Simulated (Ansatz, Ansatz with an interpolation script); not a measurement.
## KRb2BiF6 (Fm-3m): quasiparticle bands by Wannier interpolation

Wanted: quasiparticle gap and band widths of KRb2BiF6 (Fm-3m) over the whole zone.

Program: Ansatz 0.2.0. Level of theory: LDA, Wannier functions and G0W0, plane waves, PAW. Results are calculated unless marked as measured.

## Step 1: Set-up

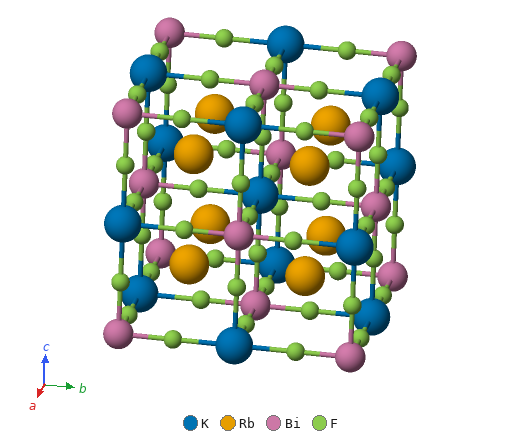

The cell as given, slightly off an axis (potassium blue, rubidium orange, bismuth pink, fluorine green). This picture shows the conventional cell, with its axes. Some periodic images of atoms are drawn too.

Structure file:

```cif
data_structure
_symmetry_space_group_name_H-M 'P 1'
_symmetry_Int_Tables_number 1
_cell_length_a 6.6249
_cell_length_b 6.6249
_cell_length_c 6.6249
_cell_angle_alpha 60.000
_cell_angle_beta 60.000
_cell_angle_gamma 60.000
_cell_volume 205.60
loop_
_atom_site_label
_atom_site_type_symbol
_atom_site_fract_x
_atom_site_fract_y
_atom_site_fract_z
_atom_site_occupancy
K1 K 0.50000 0.50000 0.50000 1
Rb2 Rb 0.25000 0.25000 0.25000 1
Rb3 Rb 0.75000 0.75000 0.75000 1
Bi4 Bi 0.00000 0.00000 0.00000 1
F5 F 0.76500 0.23500 0.23500 1
F6 F 0.23500 0.76500 0.23500 1
F7 F 0.23500 0.76500 0.76500 1
F8 F 0.76500 0.23500 0.76500 1
F9 F 0.23500 0.23500 0.76500 1
F10 F 0.76500 0.76500 0.23500 1
```

The cell and positions come from the Crystallography Open Database and are kept as given unless a step says otherwise. Spin-orbit coupling is left out unless a step names it.

## Step 2: LDA bands

Levels along a band path, at the cheap level, show where the edges lie and whether the meshes to come will hold them.

This step: DFT, LDA, plane waves, PAW; PAW set soft_1.

input.yaml reads:

```yaml
crystal:
  lattice:
    - [0.0, 4.6845, 4.6845]
    - [4.6845, 0.0, 4.6845]
    - [4.6845, 4.6845, 0.0]
  atoms:
    - { symbol: K, position: [0.5, 0.5, 0.5] }
    - { symbol: Rb, position: [0.25, 0.25, 0.25] }
    - { symbol: Rb, position: [0.75, 0.75, 0.75] }
    - { symbol: Bi, position: [0.0, 0.0, 0.0] }
    - { symbol: F, position: [0.765, 0.235, 0.235] }
    - { symbol: F, position: [0.235, 0.765, 0.235] }
    - { symbol: F, position: [0.235, 0.765, 0.765] }
    - { symbol: F, position: [0.765, 0.235, 0.765] }
    - { symbol: F, position: [0.235, 0.235, 0.765] }
    - { symbol: F, position: [0.765, 0.765, 0.235] }
kpoints:
  mp_grid: { grid: [4, 4, 4] }
  band_path:
    path:
      - [[0.0, 0.0, 0.0], [0.5, 0.0, 0.5], [0.625, 0.25, 0.625]]
      - [[0.375, 0.375, 0.75], [0.0, 0.0, 0.0], [0.5, 0.5, 0.5], [0.5, 0.25, 0.75], [0.5, 0.0, 0.5]]
    npoints: 10
hamiltonian:
  xc: lda
  pseudopotentials: { kind: paw, azcp: { folder: soft_1 }, xc_functional: pbe }
scf:
  occupations: { method: fermi_dirac, width: 0.02 }
  n_extra_bands: 109
output:
  eigenvalues: true
  forces: true
  stress: true
  fatbands: true
  write_density: true
  write_potential: true
  elf: true
  volumetric_format: npy
```

Started as:

```console
$ ansatz run input.yaml --threads 2 --pin off --max-ram 92160MiB --backend cuda --events-out ev --progress --plain --runs-dir out --devices 1 --max-vram 13GiB
```

Numbers of over 12 decimals in the logs are rounded to 6 here.

What it wrote:

```text
scf.n_extra_bands = 109 over 42 filled bands (N_el = 84.0): the run solves 151 bands
GPUs: using 1 of 1 available (devices: 1).
Engine: ansatz 0.2.0, x86_64-unknown-linux-gnu
Pseudopotentials: kind: paw
Pseudopotential: K, paw, valence charge 9, recommended cutoff 420 eV (normal), soft_1/K.paw.azcp
Pseudopotential: Rb, paw, valence charge 9, recommended cutoff 420 eV (normal), soft_1/Rb.paw.azcp
Pseudopotential: Bi, paw, valence charge 15, recommended cutoff 420 eV (normal), soft_1/Bi.paw.azcp
Pseudopotential: F, paw, valence charge 7, recommended cutoff 420 eV (normal), soft_1/F.paw.azcp
Functional definition: SPW92
  exchange = slater_x
  correlation = pw_c
device memory: the entry about to start is reckoned to put 4.5 GiB on a device that reports 54.6 GiB free (of which the cap on the GPU budget leaves the run 13.0 GiB)
GPU FFT provider: cuFFT
GPU libraries: cuBLAS 13.8.2, cuFFT 12.4.0, cuSOLVER 12.3.4
Crystal: 10 atoms, lattice volume = 205.598 Å³
Basis set: ecut = 420 eV, 4015 PW (Γ)
Bands: 151, of which v1, the nominal top of the filled ones, is band 42 counted from 1 (41 counted from 0)
Symmetry: 48 space group operations
Space group: Fm-3m (ITA 225), of the structure as read, at distance tolerance 5.9e-5 Å
k-points: 8 of 64
Non-local potential: K, projectors of the file, l = 0: 3, l = 1: 2, l = 2: 2
Non-local potential: Rb, projectors of the file, l = 0: 3, l = 1: 2, l = 2: 2
Non-local potential: Bi, projectors of the file, l = 0: 2, l = 1: 2, l = 2: 2, l = 3: 1
Non-local potential: F, projectors of the file, l = 0: 2, l = 1: 2, l = 2: 1
PAW form: soft (Blöchl's): semilocal exchange-correlation on the pseudo side does not see the compensation charge
PAW frozen core: K, regenerated for the run's functional, and the local potential with it (the file was generated under x = pbe(κ = 0.804, μ = 0.219515), c = pbe(β = 0.066725))
PAW frozen core: Rb, regenerated for the run's functional, and the local potential with it (the file was generated under x = pbe(κ = 0.804, μ = 0.219515), c = pbe(β = 0.066725))
PAW frozen core: Bi, regenerated for the run's functional, and the local potential with it (the file was generated under x = pbe(κ = 0.804, μ = 0.219515), c = pbe(β = 0.066725))
PAW frozen core: F, regenerated for the run's functional, and the local potential with it (the file was generated under x = pbe(κ = 0.804, μ = 0.219515), c = pbe(β = 0.066725))
PAW one-centre angular grid: K, 110 points (default); XC on 64 Gauss nodes
PAW one-centre angular grid: Rb, 110 points (default); XC on 64 Gauss nodes
PAW one-centre angular grid: Bi, 590 points (default); XC on 64 Gauss nodes
PAW one-centre angular grid: F, 110 points (default); XC on 64 Gauss nodes
Initial density: superposition of atomic densities (chi_scale 0.1, normalization cell, long waves kept (reshape's long-wave potential 0.02 eV rms))
Initial wavefunctions: pseudopotential atomic-orbital guess
GPU buffer pool allocated for 91125 grid points (all kernels)
GPU transforms: local potential and band sums: pruned to the plane-wave sphere, on 45×45×45
Functional: x = slater, c = lda
SCF iter   1: F=—  HF=-24708.975719 eV  |F-HF|=—  |Δ(HF+E_count)|=         —  Δρ=1.47e-1  dr2=4.02e1  ethr=3.10e-3  ⟨swp⟩=5.2  Hψ=5520  notcnv=0  defer=594
preconditioner: auto → Resta (q_TF=auto, 2.350 Å⁻¹)  ε∞=1.6  [insulator: Δε(μ)=1.993 eV  Ē_g=28.018 eV  σ=0.020 eV  W_gap=1.00  n_scr=58 (ndim 8)  ℏωp=21.4 eV  f_vac=0.013  D(μ)=0.00/eV (n_scr^D=0)  ε∞_Penn≈1.6]
SCF iter   2: F=—  HF=-24700.144004 eV  |F-HF|=—  |Δ(HF+E_count)|=    8.83e0  Δρ=8.93e-2  dr2=9.83e0  ethr=3.10e-3  ⟨swp⟩=3.0  Hψ=1807  notcnv=0  defer=828
SCF iter   3: F=—  HF=-24697.528190 eV  |F-HF|=—  |Δ(HF+E_count)|=    2.62e0  Δρ=1.44e-2  dr2=5.34e-1  ethr=3.10e-3  ⟨swp⟩=2.0  Hψ=1732  notcnv=0  defer=828
SCF iter   4: F=—  HF=-24697.417400 eV  |F-HF|=—  |Δ(HF+E_count)|=   1.11e-1  Δρ=4.51e-3  dr2=3.59e-2  ethr=6.35e-4  ⟨swp⟩=2.1  Hψ=846  notcnv=0  defer=828
SCF iter   5: F=—  HF=-24697.415777 eV  |F-HF|=—  |Δ(HF+E_count)|=   1.62e-3  Δρ=1.40e-3  dr2=3.22e-3  ethr=4.27e-5  ⟨swp⟩=3.0  Hψ=593  notcnv=0  defer=828
SCF iter   6: F=—  HF=-24697.415288 eV  |F-HF|=—  |Δ(HF+E_count)|=   4.89e-4  Δρ=3.39e-4  dr2=2.46e-4  ethr=3.83e-6  ⟨swp⟩=2.0  Hψ=548  notcnv=0  defer=828
SCF iter   7: F=—  HF=-24697.415231 eV  |F-HF|=—  |Δ(HF+E_count)|=   5.67e-5  Δρ=5.13e-5  dr2=7.26e-6  ethr=2.93e-7  ⟨swp⟩=2.0  Hψ=524  notcnv=0  defer=828
SCF iter   8: F=—  HF=-24697.415467 eV  |F-HF|=—  |Δ(HF+E_count)|=   2.36e-4  Δρ=1.05e-5  dr2=2.53e-7  ethr=8.64e-9  ⟨swp⟩=2.0  Hψ=1307  notcnv=0  defer=828
SCF iter   9: F=-24697.415467 eV  HF=-24697.415467 eV  |F-HF|=5.49e-9  |Δ(HF+E_count)|=   2.16e-8  Δρ=2.06e-6  dr2=1.19e-8  ethr=1.19e-10  ⟨swp⟩=19.6  Hψ=11777  notcnv=0
SCF 1 converged in 9 iterations: F = -24697.415467 eV  dr2 = 1.19e-8
[...]
device memory: the entry about to start is reckoned to put 3.6 GiB on a device that reports 53.4 GiB free (of which the cap on the GPU budget leaves the run 13.0 GiB)
NSCF: frozen V_eff on 62 k-points
SCF converged after 9 iterations
Free energy (F): -24697.415467 eV
Harris-Foulkes:  -24697.415467 eV  (|F-HF|=5.49e-9)
Internal energy: -24697.415467 eV  (E = F + TS)
E sigma→0 (E₀):  -24697.415467 eV
Fermi energy:    5.460654 eV
--- Per-component energies (eV) ---
  E_band       = -642.409672
  E_kinetic    = 2048.676620
  E_local      = -7456.695211  (includes V_loc(G=0)·N_el)
  E_nonlocal   = 1349.068894
  E_hartree    = 2704.230678
  E_xc         = -985.054610
  E_vxc        = -1143.132135  (∫ρ·V_xc dr)
  E_paw        = -17296.499077  (= ΣΔE_a)
  E_vpaw       = -848.786520  (= ΣTr[D̂ρ^β])
  E_aug_tail   = 0.004367  (compensation charges beyond the density's cutoff)
  E_ewald      = -5062.621836
  E_core_change = 1.474707  (= ΣΔE_core)
  E_smearing   = -0.000000  (= −TS)
  E_closure    = -0.000000  (closes the sum)
  Σ components = -24697.415467   (vs F -24697.415467, Δ=0.00e0)
--- Forces (eV/Å), atoms counted from 1 ---
  atom   1  K      0.00000000    -0.00000000     0.00000000
  atom   2  Rb     0.00000000     0.00000000     0.00000000
  atom   3  Rb    -0.00000000     0.00000000    -0.00000000
  atom   4  Bi     0.00000000    -0.00000000     0.00000000
  atom   5  F      0.43252573    -0.00000000    -0.00000000
  atom   6  F      0.00000000     0.43252573    -0.00000000
  atom   7  F     -0.43252573     0.00000000    -0.00000000
  atom   8  F     -0.00000000    -0.43252573    -0.00000000
  atom   9  F      0.00000000     0.00000000     0.43252573
  atom  10  F     -0.00000000     0.00000000    -0.43252573
  max |Σ_I F_I| component: 5.66e-17 eV/Å
--- Stress (GPa, compression-positive) ---
       -0.331515      -0.000000      -0.000000
       -0.000000      -0.331515      -0.000000
        0.000000       0.000000      -0.331515
  P = ⅓ Tr σ = -0.3315 GPa (-3.315 kbar)
--- Band table (eV; the first three rows and the last of 8) ---
  k-point 0: bands = [... 38 lower, 0.9351, 0.9351, 0.9351, 2.7619, 7.6231, 8.4877, 8.4877, 8.4877, ... 105 higher]
  k-point 1: bands = [... 38 lower, 0.8718, 0.8718, 0.8938, 3.0313, 7.6970, 8.6184, 8.6184, 8.9031, ... 105 higher]
  k-point 2: bands = [... 38 lower, 0.8147, 0.8147, 0.8354, 3.2740, 7.8447, 8.7574, 8.7574, 9.2351, ... 105 higher]
  k-point 7: bands = [... 38 lower, 0.6368, 0.8244, 0.8244, 3.1331, 8.4754, 8.4754, 8.7659, 10.2988, ... 105 higher]
```

Wall time 14 s (1 × NVIDIA H100 80GB HBM3 (shared by 6 runs) with 2 threads of AMD EPYC 7R13 (Zen 3), shared host); peak memory 1.1 GiB; 19 s of CPU time.

In the SCF lines HF is the Harris–Foulkes energy and dr2 the Hartree energy of the density residual, in eV; the loop may stop once dr2 is under the threshold and the program's other checks hold. Hψ counts applications of the Hamiltonian.

This step gave:

| Item | Value |
| --- | --- |
| pressure | -0.3315 GPa |
| filled bands | 42 |
| gap | 4.349 eV |
| valence top at | L |
| conduction bottom at | Γ |
| least direct gap | 4.571 eV |

The gap is indirect, with the least direct gap 0.22 eV higher.

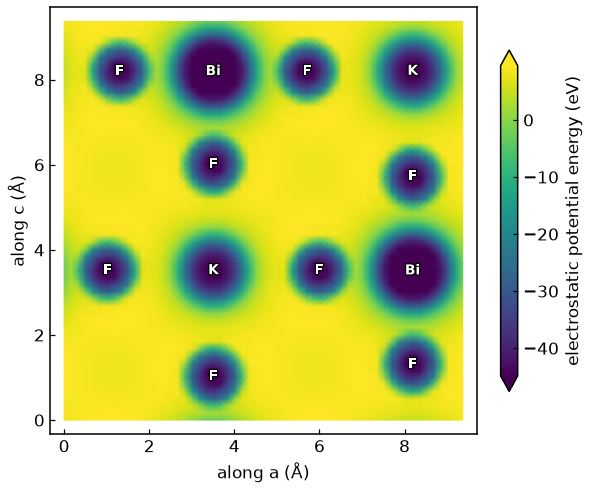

Electrostatic potential energy in the ac plane of the conventional cell at fractional y = 0.000, with atoms of K and Bi and F within 0.2 Å of it. With pseudopotentials it is smooth inside the atoms' cores, unlike the true potential. The map starts off the cell's origin, so that atoms lie inside it.

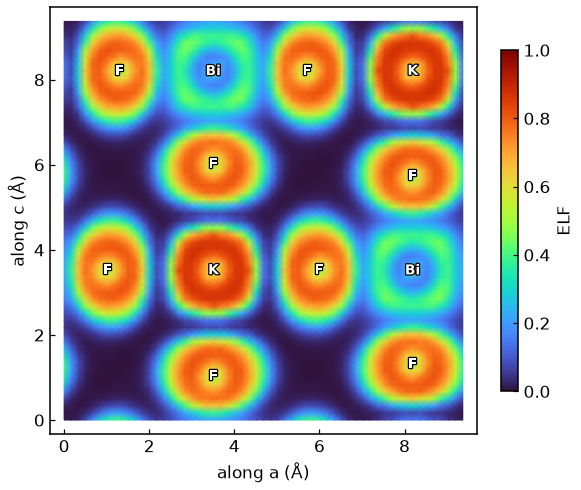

ELF in the ac plane of the conventional cell at fractional y = 0.000, with atoms of K and Bi and F within 0.2 Å of it. It is the smooth field of the valence electrons, not physical close to the nuclei. The map starts off the cell's origin, so that atoms lie inside it.

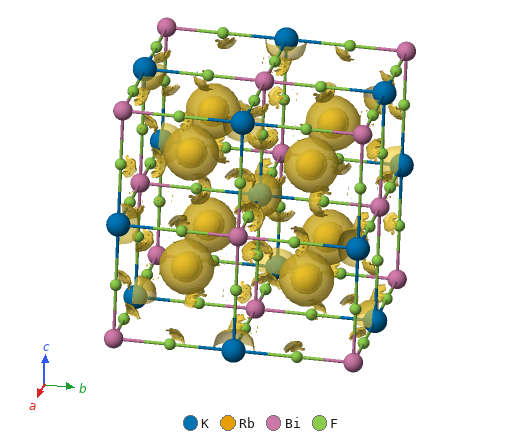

Surface of ELF = 0.8.

## Step 3: Wannier functions (Bi:6p F:2p Rb:5s) on 8×8×8

Localised functions give a small Hamiltonian that interpolates between mesh points at no cost.

This step: maximally localised Wannier functions, LDA, plane waves, PAW; PAW set soft_1.

input.yaml, the sections that differ from step 2:

```yaml
kpoints:
  mp_grid: { grid: [4, 4, 4] }
scf:
  occupations: { method: fixed }
  n_extra_bands: 109
output:
  wannier:
    kmesh: [8, 8, 8]
    projections:
      - { species: Bi, l: p, shell: 6 }
      - { species: F, l: p, shell: 2 }
      - { species: Rb, l: s, shell: 5 }
    minimise: true
    write_hr: true
    seedname: w
    conv_tol: 1.0e-06
    max_iter: 20000
    stability_check: false
    disentanglement:
      window: [-1.48, 12.62]
      frozen_window: [-1.48, 9.62]
      conv_tol: 1.0e-08
# crystal, hamiltonian: as in step 2
```

What it wrote:

```text
[...]
GPUs: using 1 of 1 available (devices: 1).
[...]
GPU FFT provider: cuFFT
GPU libraries: cuBLAS 13.8.2, cuFFT 12.4.0, cuSOLVER 12.3.4
Crystal: 10 atoms, lattice volume = 205.598 Å³
Basis set: ecut = 420 eV, 4015 PW (Γ)
Bands: 151, of which v1, the nominal top of the filled ones, is band 42 counted from 1 (41 counted from 0)
Symmetry: 48 space group operations
[...]
k-points: 8 of 64
[...]
GPU buffer pool allocated for 91125 grid points (all kernels)
[...]
SCF iter   1: F=—  HF=-24708.976116 eV  |F-HF|=—  |Δ(HF+E_count)|=         —  Δρ=1.48e-1  dr2=4.03e1  ethr=3.10e-3  ⟨swp⟩=4.2  Hψ=4278  notcnv=0  defer=813
[...]
SCF iter   9: F=-24697.415467 eV  HF=-24697.415467 eV  |F-HF|=5.86e-9  |Δ(HF+E_count)|=   2.03e-8  Δρ=2.10e-6  dr2=1.24e-8  ethr=1.19e-10  ⟨swp⟩=12.5  Hψ=9789  notcnv=0
SCF 1 converged in 9 iterations: F = -24697.415467 eV  dr2 = 1.24e-8
[...]
NSCF: frozen V_eff on 8 k-points
the band table was solved once the SCF had ended and its energy, with any forces and stress, was formed, with the checks that follow a solve (4201 applications of the Hamiltonian). They found nothing against the state; the energy, forces and stress were not computed again (output.eigenvalues in the input reference)
[...]
the Wannier pass solved 32 of the 512 points of its mesh, and has the states at the others by symmetry: states obtained by the crystal's operations at points that were solved too leave a residual of 4.38e-13 eV (read by the count's bands and the next), within 5.56e-6 eV
SCF converged after 9 iterations
Free energy (F): -24697.415467 eV
[...]
Internal energy: -24697.415467 eV  (E = F + TS)
E sigma→0 (E₀):  -24697.415467 eV
Fermi energy:    3.274018 eV
[...]
--- Band table (eV; the first three rows and the last of 8) ---
  k-point 0: bands = [... 38 lower, 0.9351, 0.9351, 0.9351, 2.7619, 7.6231, 8.4877, 8.4877, 8.4877, ... 105 higher]
  k-point 1: bands = [... 38 lower, 0.8718, 0.8718, 0.8938, 3.0313, 7.6970, 8.6184, 8.6184, 8.9031, ... 105 higher]
  k-point 2: bands = [... 38 lower, 0.8147, 0.8147, 0.8354, 3.2740, 7.8447, 8.7574, 8.7574, 9.2351, ... 105 higher]
  k-point 7: bands = [... 38 lower, 0.6368, 0.8244, 0.8244, 3.1331, 8.4754, 8.4754, 8.7659, 10.2988, ... 105 higher]
Wannier search: line search 1 of at most 20000: gauge-dependent spread (as the search counts it) 3.2031697 Å², largest recent change 5.4e-1 Å² against conv_tol 1.0e-6 Å², 0 stops escaped
```

Wall time 31 s (1 × NVIDIA H100 80GB HBM3 (shared by 6 runs) with 2 threads); peak memory 2.5 GiB; 36 s of CPU time.

w.win, one line in 2:

```text
! ansatz wannier90 interface
! states of the run's bands (counted from 1): 1-58
num_wann  = 23
conv_tol = 1e-6
dis_win_min = -1.48
dis_froz_min = -1.48
dis_num_iter = 10000
guiding_centres = true

Ang
                   4.6845                      0.0                   4.6845
end unit_cell_cart
begin atoms_frac
Rb                      0.25                     0.25                     0.25
Bi                       0.0                      0.0                      0.0
F                      0.235                    0.765                    0.235
F                      0.765                    0.235                    0.765
F                      0.765                    0.765                    0.235
```

This step gave:

- gauge-invariant spread: 42.89 Å²
- diagonal spread: 0.1027 Å²
- off-diagonal spread: 2.053 Å²
- total spread: 45.05 Å²
- least projectability: 0.4528
- localisation steps: 67
- disentanglement steps: 118
- r.m.s. interpolation error: 5.19e-4 eV
- r.m.s. error near the gap: 0.001139 eV

Near the gap the model misses directly solved bands by 1.1 meV r.m.s. and by 12 meV at most in the window tested. This tests the starting bands, not the corrections carried with them.

Wannier functions, by row:

```tsv
function	x (Å)	y (Å)	z (Å)	spread (Å²)	nearest atom	distance (Å)
1	0	0	0	4.437	Bi4	0
2	0	0	0	4.437	Bi4	0
3	0	0	0	4.437	Bi4	0
4	2.192	4.684	4.685	0.679	F5	0.01
5	2.166	4.684	4.684	1.273	F5	0.036
6	2.192	4.685	4.684	0.679	F5	0.01
7	4.684	2.192	4.684	0.679	F6	0.01
8	4.685	2.192	4.684	0.679	F6	0.01
9	4.684	2.166	4.684	1.273	F6	0.036
10	7.177	4.684	4.685	0.679	F7	0.01
11	7.203	4.684	4.684	1.273	F7	0.036
12	7.177	4.684	4.684	0.679	F7	0.01
13	4.684	7.177	4.685	0.679	F8	0.01
14	4.684	7.177	4.684	0.679	F8	0.01
15	4.685	7.203	4.684	1.273	F8	0.036
16	4.685	4.684	2.166	1.273	F9	0.036
17	4.684	4.684	2.192	0.679	F9	0.01
18	4.685	4.684	2.192	0.679	F9	0.01
19	4.685	4.684	7.203	1.273	F10	0.036
20	4.685	4.684	7.177	0.679	F10	0.01
21	4.684	4.685	7.177	0.679	F10	0.01
22	2.342	2.342	2.342	7.976	Rb2	0
23	7.027	7.027	7.027	7.976	Rb3	0
```

Frozen up to 6.35 eV; above it the model need not follow the bands. The electronic bands at the labelled points (eV, zero at the valence-band top):

```tsv
point	band 39	band 40	band 41	band 42	band 43	band 44	band 45	band 46
Γ	-2.34	-2.34	-2.34	-0.51	4.35	5.21	5.21	5.21
X	-2.63	-2.63	-2.35	-0.25	4.82	5.70	5.70	6.71
U	-2.58	-2.55	-2.39	-0.15	5.01	5.26	5.65	6.87
jump to K	-2.58	-2.55	-2.39	-0.15	5.01	5.26	5.65	6.87
Γ	-2.34	-2.34	-2.34	-0.51	4.35	5.21	5.21	5.21
L	-2.46	-2.46	-2.44	0.00	4.57	5.48	5.48	5.96
W	-2.64	-2.45	-2.45	-0.14	5.20	5.20	5.49	7.20
X	-2.63	-2.63	-2.35	-0.25	4.82	5.70	5.70	6.71
```

The same for Kohn-Sham, solved directly:

```tsv
point	band 39	band 40	band 41	band 42	band 43	band 44	band 45	band 46
Γ	-2.34	-2.34	-2.34	-0.51	4.35	5.21	5.21	5.21
X	-2.63	-2.63	-2.35	-0.25	4.82	5.70	5.70	6.64
U	-2.58	-2.55	-2.39	-0.15	5.01	5.26	5.65	6.73
K	-2.58	-2.55	-2.39	-0.15	5.01	5.26	5.65	6.73
Γ	-2.34	-2.34	-2.34	-0.51	4.35	5.21	5.21	5.21
L	-2.46	-2.46	-2.44	0.00	4.57	5.48	5.48	5.96
W	-2.64	-2.45	-2.45	-0.14	5.20	5.20	5.49	7.02
X	-2.63	-2.63	-2.35	-0.25	4.82	5.70	5.70	6.64
```

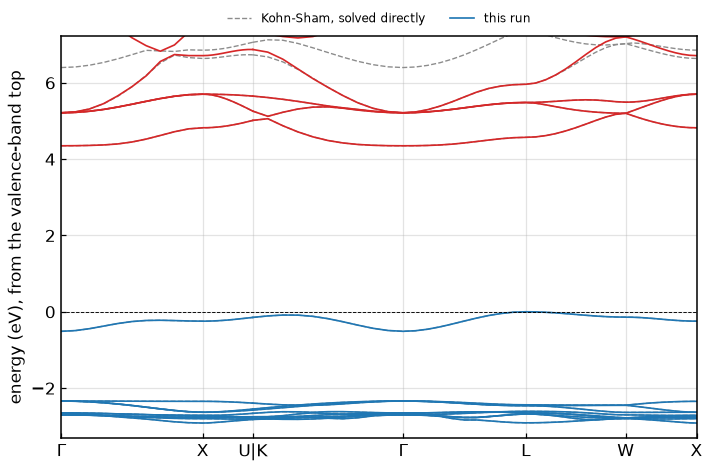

Electronic bands along the path; lines of filled and empty bands in two colours; dashed: Kohn-Sham, solved directly.

(Part 1 of 2 ends here.)

[Paths, hosts, dates, memory and timing lines, banners, echoed tables and standing remarks are left out of the program output.]

[Logs are printed without paths, hosts, clocks, repeated set-up lines and the standing remarks that a program may print on its own settings, such as how far it seeks lower states.]

[Runs of the session that timed out or met a known fault of the program may be left out.]

[Hosts, paths, dates, database ids (printed as entryN), source tags and the programs' standing remarks are cut or masked in the printed files.]
